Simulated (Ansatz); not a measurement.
The relaxed structure here is a generated cell of Ir: the first start was made by a random draw of sites in a space group, and the end was not matched to a known phase here, so it may be hypothetical. Known forms of Ir include space group No. 225.

A relaxed structure of Ir. Space group P6/mmm (No. 191), AFLOW prototype A_hP1_191_a (A_f, as in Sn). These are r2SCAN (plane waves to 500 eV, PAW, scalar-relativistic; Ansatz, a program for electronic structure) values and carry that method's errors.

```cif
data_Ir
_chemical_formula_sum 'Ir1'
_space_group_name_H-M_alt 'P6/mmm'
_space_group_IT_number 191
_space_group_name_Hall '-P 6 2'
_cell_length_a 2.63933
_cell_length_b 2.63933
_cell_length_c 2.58056
_cell_angle_alpha 90.000
_cell_angle_beta 90.000
_cell_angle_gamma 120.000
loop_
_atom_site_label
_atom_site_type_symbol
_atom_site_symmetry_multiplicity
_atom_site_Wyckoff_symbol
_atom_site_fract_x
_atom_site_fract_y
_atom_site_fract_z
_atom_site_occupancy
Ir1 Ir 1 b 0.00000 0.00000 0.50000 1
```

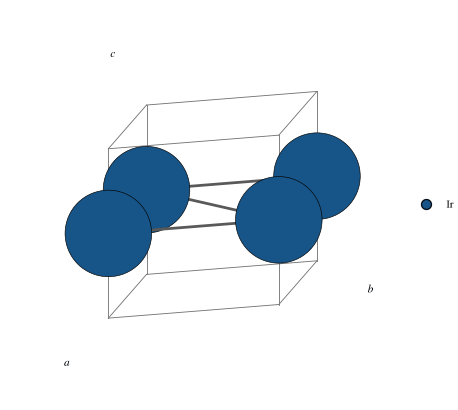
The conventional cell of the relaxed structure

For Ir, the volume per atom is 15.57 Å³ and the band gap comes out as no gap (metallic). The shortest distances is Ir–Ir 2.58 Å and the k-mesh is 20×20×18.

Band energies at high-symmetry points (eV from the Fermi level; labels of this space group; no spin-orbit coupling), from −5 eV up to 1.2 eV:

```
point                       energies
-----  -----------------------------
Γ                        -3.20 -3.20
M                    -1.84 0.08 0.75
K            -4.04 -4.04 -0.90 -0.90
A      -2.65 -2.65 -1.16 -1.04 -1.04
L                              -2.21
H                        -2.63 -2.63
```

No spin polarisation in the result.

The run could not lose the symmetry of its start: the end is stationary, and may be a saddle point rather than a minimum.
